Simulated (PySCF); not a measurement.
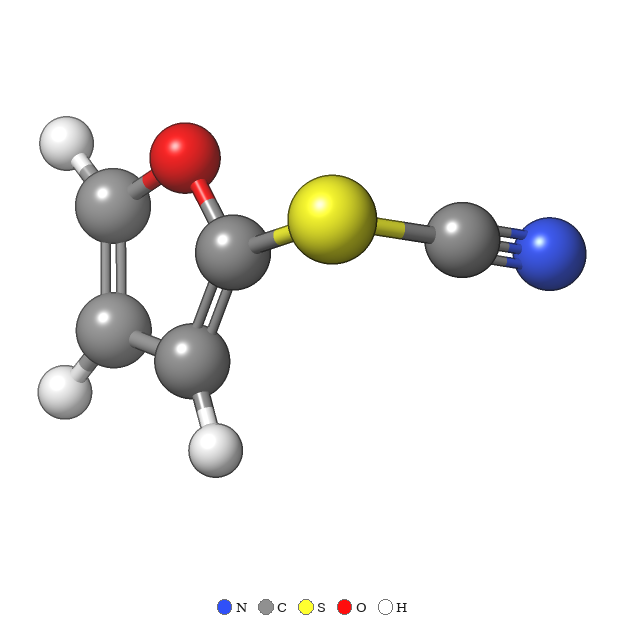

The picture shows a molecular structure as a ball-and-stick model. Multiple sticks mark multiple bonds (one Kekulé form).

The computed structure is the end point of a GFN2-xTB optimisation. No frequency run is at hand to confirm it as a minimum.

Description:

The molecule is C₅H₃NOS. SMILES: `N#CSc1ccco1`. Independent rings (smallest set): 1 of 5 members, 1 of them aromatic. Among its groups: nitrile. This geometry has C1 symmetry. Coordination: 1 C linear; 1 S bent; 4 C trigonal planar; 1 O bent.

More results for the same structure follow; atom numbers are the same in all pictures, views and colours differ.

**Shape**

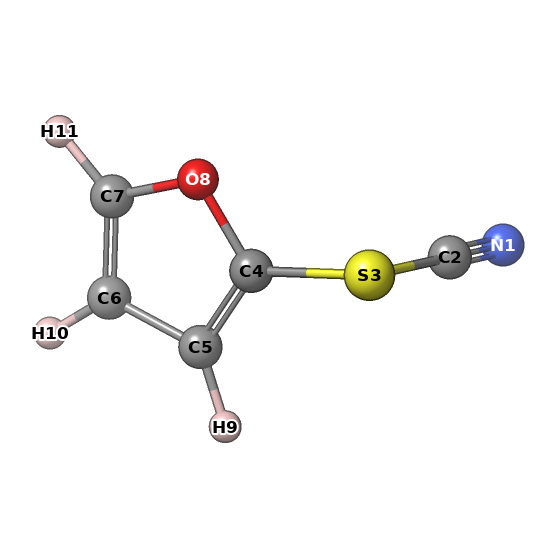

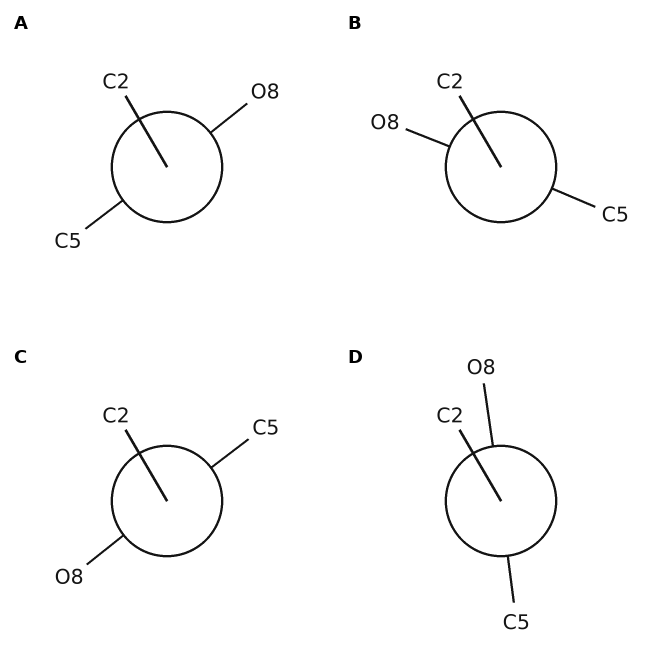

Distant atoms are faded towards the background colour. Bonds that would overlap in a projection are set slightly apart. No frequency run is at hand to confirm it as a minimum.

> Which Newman projection shows the view along S3–C4, with S3 in front?

C. The torsion angle C2–S3–C4–O8 is −98°, about perpendicular.

**Electronic properties**

No frequency run is at hand to confirm it as a minimum. Properties computed with PBE0/pcSseg-1, gas phase (PySCF 2.14.0).

What does the calculation give?

- dipole moment: 4.16 D
- HOMO energy (Kohn–Sham orbital): −7.47 eV
- LUMO energy (Kohn–Sham orbital): −0.97 eV
- HOMO–LUMO gap: 6.50 eV

**Bond orders**

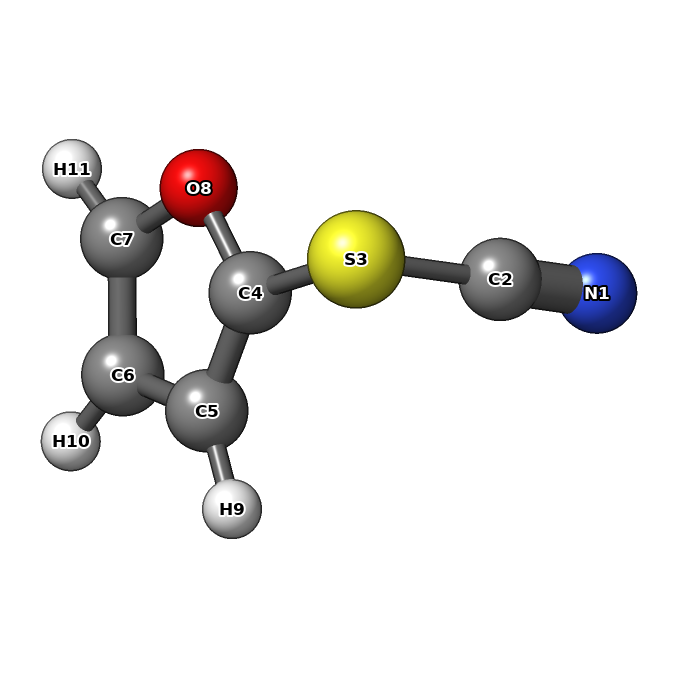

The thickness of each stick grows with its Mayer bond order. No frequency run is at hand to confirm it as a minimum. Method: PBE0/pcSseg-1 (PySCF 2.14.0).

> Which bond has the highest Mayer bond order?

N1–C2, 2.94, at a length of 1.145 Å.

List the Mayer bond orders of N1–C2, C2–S3, S3–C4, C4–C5, C4–O8, C5–C6, C5–H9, C6–C7, C6–H10, C7–O8, C7–H11.

| bond | Mayer order | length (Å) |
| --- | --- | --- |
| N1–C2 | 2.94 | 1.145 |
| C2–S3 | 1.01 | 1.685 |
| S3–C4 | 1.04 | 1.767 |
| C4–C5 | 1.50 | 1.365 |
| C4–O8 | 1.04 | 1.346 |
| C5–C6 | 1.28 | 1.414 |
| C5–H9 | 1.00 | 1.070 |
| C6–C7 | 1.58 | 1.362 |
| C6–H10 | 0.98 | 1.070 |
| C7–O8 | 1.11 | 1.340 |
| C7–H11 | 0.99 | 1.072 |

**Quadrupole coupling**

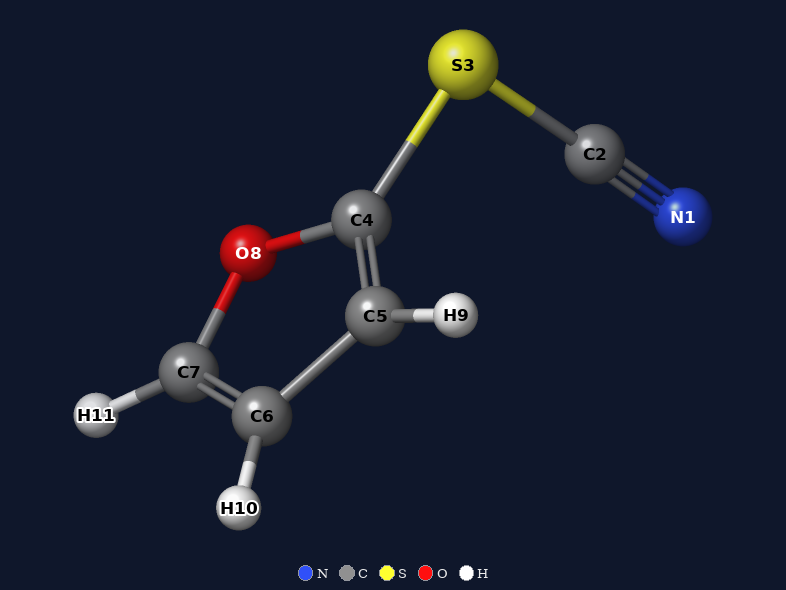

No frequency run is at hand to confirm it as a minimum. Electric field gradients from the ground-state density, PBE0/pcSseg-1 (PySCF 2.14.0), non-relativistic apart from any core potentials.

Give the largest field-gradient component, the quadrupole coupling constant and the asymmetry for 14N at N1 (Q = 20.44 mb), 33S at S3 (Q = −67.81 mb), 17O at O8 (Q = −25.6 mb), 2H at H9 (Q = 2.86 mb), 2H at H10 (Q = 2.86 mb).

```json
{"atom": "N1", "V_zz (a.u.)": "−0.932", "e²qQ/h (MHz)": "−4.48", "η": "0.40"}
{"atom": "S3", "V_zz (a.u.)": "−3.129", "e²qQ/h (MHz)": "49.9", "η": "0.69"}
{"atom": "O8", "V_zz (a.u.)": "1.437", "e²qQ/h (MHz)": "−8.64", "η": "0.01"}
{"atom": "H9", "V_zz (a.u.)": "0.347", "e²qQ/h (MHz)": "0.233", "η": "0.06"}
{"atom": "H10", "V_zz (a.u.)": "0.350", "e²qQ/h (MHz)": "0.235", "η": "0.06"}
```
